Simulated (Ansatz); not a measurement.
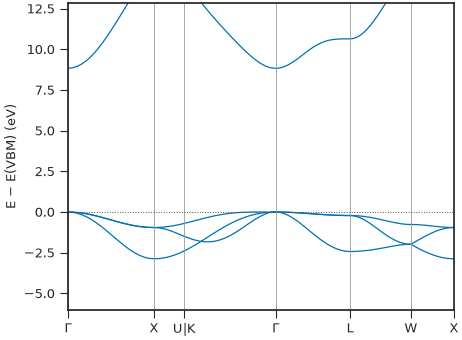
*Band structure from plane-wave PAW PBE (Ansatz code)*

Task: Read off the gap and where the band edges lie.

Result: About 8.8 eV (8.83 eV by a search for the band edges); maximum on the K–Γ line, 83 % of the way from K, minimum at Γ.

The material is LiF (rock salt, Fm-3m).

The PBE relaxation kept the symmetry of its start.

Potentials: the later of the program's two PAW sets.
